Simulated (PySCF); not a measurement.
**BNH4S (SMILES NBS) at 5 levels**

Aim: a comparison of 5 runs (HF/STO-3G, HF/cc-pVTZ, B3LYP/6-31G*, wB97X/6-31G**, CCSD(T)/cc-pVDZ) of BNH4S. Input form: a Python script.

The results are computed with PySCF 2.14.0.

### 1 Starting point

The species is BNH4S (7 atoms), meant as a singlet with charge 0. As SMILES, `NBS`. Geometry: relaxed at PBE0-D4/def2-TZVP. This is one conformer, not always the lowest.

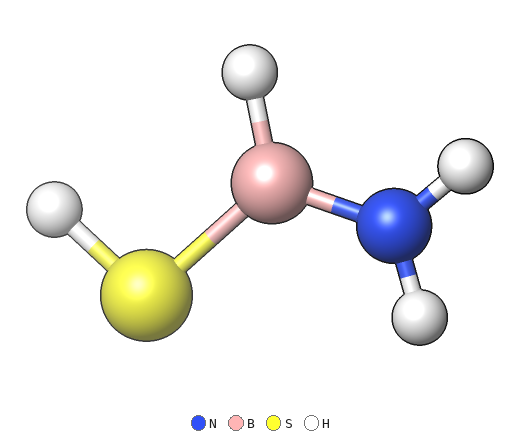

Viewed from a chosen angle; nitrogen blue, boron pink, sulfur yellow, hydrogen white.

### 2 Energy and forces at HF/STO-3G (run 1)

Contents of job.py:

```python
# NBS
import pyscf.grad
from pyscf import gto, scf

mol = gto.M(
    atom='''
N     -1.737036     0.743040    -1.156701
B      0.296687     0.272687     0.442385
S      2.057534    -2.659978     0.162516
H     -2.334946    -0.454101    -2.506722
H     -2.748418     2.345528    -1.049932
H      0.880801     1.799397     1.996685
H      3.701218    -2.175075     2.025408
''',
    spin=0,
    basis='sto-3g',
    max_memory=1860,
    verbose=3,
    unit='bohr',
)

myscf = scf.RHF(mol)
myscf.conv_tol = 1e-10
myscf.kernel()
if not myscf.converged:
    myscf = myscf.newton().run(myscf.mo_coeff, myscf.mo_occ)

energy = myscf.e_tot
print('Final energy', energy)
grad = myscf.Gradients().kernel()
myscf.analyze()
```

Run with:

```console
$ OMP_NUM_THREADS=1 python job.py
```

Standard output:

```text
converged SCF energy = -473.679412393975
Final energy -473.67941239397544
--------------- RHF gradients ---------------
         x                y                z
0 N    -0.0216582930     0.0028014886    -0.0184874268
1 B    -0.0103898731     0.0043534665    -0.0068726969
2 S     0.0042059278    -0.0191155983    -0.0086561146
3 H     0.0051555230     0.0073791457     0.0097024614
4 H     0.0095737838    -0.0113720292     0.0014931800
5 H     0.0075263758     0.0137478191     0.0161190554
6 H     0.0055865557     0.0022057076     0.0067015415
----------------------------------------------
**** MO energy ****
MO #1   energy= -90.7181958072485  occ= 2
MO #2   energy= -15.32568586806    occ= 2
MO #3   energy= -8.62207755982826  occ= 2
MO #4   energy= -7.3920609460773   occ= 2
MO #5   energy= -6.25455188399151  occ= 2
MO #6   energy= -6.25214791492415  occ= 2
MO #7   energy= -6.25000151929269  occ= 2
MO #8   energy= -1.09873910056814  occ= 2
MO #9   energy= -0.879146688246061 occ= 2
MO #10  energy= -0.642958919027342 occ= 2
MO #11  energy= -0.625715671645102 occ= 2
MO #12  energy= -0.490787247288336 occ= 2
MO #13  energy= -0.447106690903046 occ= 2
MO #14  energy= -0.38941652932832  occ= 2
MO #15  energy= -0.332107615293166 occ= 2
MO #16  energy= -0.259809979965858 occ= 2
MO #17  energy= 0.341721122181554  occ= 0
MO #18  energy= 0.493858057172918  occ= 0
MO #19  energy= 0.561269729143976  occ= 0
MO #20  energy= 0.617056068076006  occ= 0
MO #21  energy= 0.686152374775064  occ= 0
MO #22  energy= 0.880976894120059  occ= 0
MO #23  energy= 0.91513810276495   occ= 0
 ** Mulliken atomic charges  **
charge of    0N =     -0.25018
charge of    1B =      0.02815
charge of    2S =      0.06723
charge of    3H =      0.13416
charge of    4H =      0.13559
charge of    5H =     -0.06919
charge of    6H =     -0.04577
Dipole moment(X, Y, Z, Debye): -1.00853,  0.87357, -0.37059
```

Wall time 1.2 s (1 thread of Intel Xeon at 2.70GHz, shared host); peak memory 0.12 GiB.

### 3 Energy and gradient at HF/cc-pVTZ (run 2)

Contents of input.py:

```python
# NBS
from pyscf import gto

mol = gto.M(
    atom=[
    ('N', (-0.919200, 0.393200, -0.612100)),
    ('B', (0.157000, 0.144300, 0.234100)),
    ('S', (1.088800, -1.407600, 0.086000)),
    ('H', (-1.235600, -0.240300, -1.326500)),
    ('H', (-1.454400, 1.241200, -0.555600)),
    ('H', (0.466100, 0.952200, 1.056600)),
    ('H', (1.958600, -1.151000, 1.071800)),
],
    verbose=4,
    basis='cc-pvtz',
    max_memory=1860,
)

myscf = mol.RHF()
myscf.conv_tol = 1e-10
myscf.kernel()
if not myscf.converged:
    myscf = myscf.newton().run(myscf.mo_coeff, myscf.mo_occ)

e_final = myscf.e_tot
print('E(%s) = %.9f' % ('HF', e_final))
grad = myscf.nuc_grad_method().kernel()
myscf.analyze()
```

Run with:

```console
$ OMP_NUM_THREADS=1 python input.py
```

Standard output:

```text
PySCF version 2.14.0

[... 82 lines left out ...]
Two-electron Energy =                  269.056403831722832
[... 20 lines left out ...]
MO #17  energy= 0.131359981830181  occ= 0
[... 18 lines left out ...]
MO #36  energy= 0.657804937714941  occ= 0
[... 18 lines left out ...]
MO #55  energy= 1.29296357223179   occ= 0
[... 18 lines left out ...]
MO #74  energy= 1.97601352428801   occ= 0
[... 18 lines left out ...]
MO #93  energy= 2.84905633777467   occ= 0
[... 18 lines left out ...]
MO #112 energy= 3.99224394252922   occ= 0
[... 18 lines left out ...]
MO #131 energy= 4.88759254646562   occ= 0
[... 18 lines left out ...]
MO #150 energy= 13.6812602876613   occ= 0
[... 160 lines left out ...]
Dipole moment(X, Y, Z, Debye): -1.18687,  1.25374, -0.28748
```

Wall time 31 s (1 thread of Intel Xeon at 2.70GHz, shared host); peak memory 0.6 GiB.

### 4 Energy and forces at B3LYP/6-31G(d) (Cartesian functions) (run 3)

Contents of job.py:

```python
import pyscf.grad
from pyscf import gto, dft

mol = gto.M(
    atom=[
    ('N', (-0.919200, 0.393200, -0.612100)),
    ('B', (0.157000, 0.144300, 0.234100)),
    ('S', (1.088800, -1.407600, 0.086000)),
    ('H', (-1.235600, -0.240300, -1.326500)),
    ('H', (-1.454400, 1.241200, -0.555600)),
    ('H', (0.466100, 0.952200, 1.056600)),
    ('H', (1.958600, -1.151000, 1.071800)),
],
    verbose=4,
    cart=True,
    max_memory=1860,
    basis='6-31g*',
)

calc0 = dft.RKS(mol, xc='b3lyp')
calc0.conv_tol = 1e-10
calc0.grids.level = 5
calc0.kernel()
if not calc0.converged:
    calc0 = calc0.newton().run(calc0.mo_coeff, calc0.mo_occ)

e_final = calc0.e_tot
print('Final energy', e_final)
grad = calc0.Gradients().kernel()
dip = calc0.dip_moment()
pop, q = calc0.mulliken_pop()
```

Run with:

```console
$ OMP_NUM_THREADS=1 python job.py
```

Standard output:

```text
PySCF version 2.14.0

[... 76 lines left out ...]
converged SCF energy = -480.266643726071
Final energy -480.266643726071
[... 14 lines left out ...]
Dipole moment(X, Y, Z, Debye): -1.36310,  1.30932, -0.41626
[... 65 lines left out ...]
charge of    6H =      0.11173
```

It took 14 s on 1 thread of Intel Xeon at 2.70GHz, shared host; peak memory 0.58 GiB.

Run 4 isn't shown in full; the table further down has it.

### 5 A single-point energy at CCSD(T)/cc-pVDZ (run 5)

Contents of geometry.xyz:

```xyz
7
BH4NS
N     -0.919200     0.393200    -0.612100
B      0.157000     0.144300     0.234100
S      1.088800    -1.407600     0.086000
H     -1.235600    -0.240300    -1.326500
H     -1.454400     1.241200    -0.555600
H      0.466100     0.952200     1.056600
H      1.958600    -1.151000     1.071800
```

Contents of run.py:

```python
from pyscf import gto, scf, cc

mol = gto.Mole()
mol.atom = 'geometry.xyz'
mol.basis = 'cc-pvdz'
mol.verbose = 3
mol.max_memory = 1860
mol.spin = 0
mol.build()

hf = scf.RHF(mol)
hf.conv_tol = 1e-10
hf.kernel()
if not hf.converged:
    hf = hf.newton().run(hf.mo_coeff, hf.mo_occ)

mycc = cc.CCSD(hf, frozen=7)
mycc.kernel()
e_t = mycc.ccsd_t()
etot = mycc.e_tot + e_t
print('E = %.10f Eh' % etot)
dip = hf.dip_moment()
pop, q = hf.mulliken_pop()
```

Run with:

```console
$ OMP_NUM_THREADS=1 python run.py
```

Standard output:

```text
converged SCF energy = -479.074029765046
E(CCSD) = -479.5039260874975  E_corr = -0.4298963224515635
CCSD(T) correction = -0.0119507737120669
E = -479.5158768612 Eh
Dipole moment(X, Y, Z, Debye): -1.26245,  1.33601, -0.30418
 ** Mulliken pop  **
pop of  0 N 1s            2.00316
pop of  0 N 2s            0.71937
pop of  0 N 3s            0.56045
pop of  0 N 2px           0.83963
pop of  0 N 2py           0.76232
pop of  0 N 2pz           0.83060
pop of  0 N 3px           0.49918
pop of  0 N 3py           0.39100
pop of  0 N 3pz           0.51417
pop of  0 N 3dxy          0.00530
pop of  0 N 3dyz          0.00372
pop of  0 N 3dz^2         0.00295
pop of  0 N 3dxz          0.00262
pop of  0 N 3dx2-y2       0.00252
pop of  1 B 1s            2.00405
pop of  1 B 2s            0.58966
pop of  1 B 3s            0.27369
pop of  1 B 2px           0.48050
pop of  1 B 2py           0.54181
pop of  1 B 2pz           0.47797
pop of  1 B 3px           0.09961
pop of  1 B 3py           0.11372
pop of  1 B 3pz           0.13593
pop of  1 B 3dxy          0.03910
pop of  1 B 3dyz          0.03224
pop of  1 B 3dz^2         0.03208
pop of  1 B 3dxz          0.03349
pop of  1 B 3dx2-y2       0.04448
pop of  2 S 1s            2.00007
pop of  2 S 2s            2.01306
pop of  2 S 3s            0.88236
pop of  2 S 4s            0.86818
pop of  2 S 2px           2.00012
pop of  2 S 2py           1.99998
pop of  2 S 2pz           2.00004
pop of  2 S 3px           0.74536
pop of  2 S 3py           0.82106
pop of  2 S 3pz           0.78016
pop of  2 S 4px           0.61456
pop of  2 S 4py           0.70120
pop of  2 S 4pz           0.70599
pop of  2 S 3dxy          0.01613
pop of  2 S 3dyz          0.00576
pop of  2 S 3dz^2         0.01053
pop of  2 S 3dxz          0.02303
pop of  2 S 3dx2-y2       0.01207
pop of  3 H 1s            0.72330
pop of  3 H 2s            0.10363
pop of  3 H 2px           0.01471
pop of  3 H 2py           0.02206
pop of  3 H 2pz           0.02542
pop of  4 H 1s            0.72311
pop of  4 H 2s            0.10092
pop of  4 H 2px           0.01948
pop of  4 H 2py           0.03018
pop of  4 H 2pz           0.01278
pop of  5 H 1s            0.75972
pop of  5 H 2s            0.29207
pop of  5 H 2px           0.00207
pop of  5 H 2py           0.00716
pop of  5 H 2pz           0.00711
pop of  6 H 1s            0.70544
pop of  6 H 2s            0.18031
pop of  6 H 2px           0.01350
pop of  6 H 2py           0.00625
pop of  6 H 2pz           0.01582
 ** Mulliken atomic charges  **
charge of    0N =     -0.13699
charge of    1B =      0.10167
charge of    2S =     -0.19966
charge of    3H =      0.11089
charge of    4H =      0.11353
charge of    5H =     -0.06812
charge of    6H =      0.07869
```

Run time: 5.1 s. Hardware: 1 thread of Intel Xeon at 2.70GHz, shared host; peak memory 0.22 GiB.

### 6 The series

```
run                                level  Cartesian functions  integration grid  energy (Eh)  dipole moment (D) of the reference  HOMO energy (eV)  LUMO energy (eV)  wall time
  1                            HF/STO-3G                   no                 –  -473.679412                                1.38             -7.07              9.30      1.2 s
  2                           HF/cc-pVTZ                   no                 –  -479.115921                                1.75             -9.98              3.57       31 s
  3   B3LYP/6-31G* (Cartesian functions)                  yes                 5  -480.266644                                1.94             -6.69              0.80       14 s
  4  wB97X/6-31G** (spherical functions)                   no                 5  -480.226471                                1.98             -9.36              3.22       29 s
  5                      CCSD(T)/cc-pVDZ                   no                 –  -479.515877                                1.86             -9.85              4.42      5.1 s
```

### 7 Summary of results

| quantity | value |
| --- | --- |
| run 5: total energy | -479.51588 Eh |
| run 5: dipole moment (Hartree–Fock density) | 1.86 D |
| run 5: HOMO energy (Hartree–Fock orbitals) | -9.85 eV |
| run 5: LUMO energy (Hartree–Fock orbitals) | 4.42 eV |
| run 5: HOMO–LUMO gap (Hartree–Fock orbitals) | 14.27 eV |
| run 5: correlation energy (7 core orbitals frozen) | -441.8 mEh |
| run 5: (T) correction | -11.95 mEh |
| run 5: T1 diagnostic | 0.013 |

Over runs 1, 2, 3, 4 the dipole moment (its size) runs from 1.38 D (HF/STO-3G) to 1.98 D (wB97X/6-31G**). The two ends differ in method and basis. Over runs 1, 2, 3, 4 the HOMO–LUMO gap runs from 7.49 eV (B3LYP/6-31G*) to 16.37 eV (HF/STO-3G). Totals of different functionals can't be ranked against each other. In run 1 the basis is minimal, so the values are rough. All runs together took 80 s, the longest 31 s.
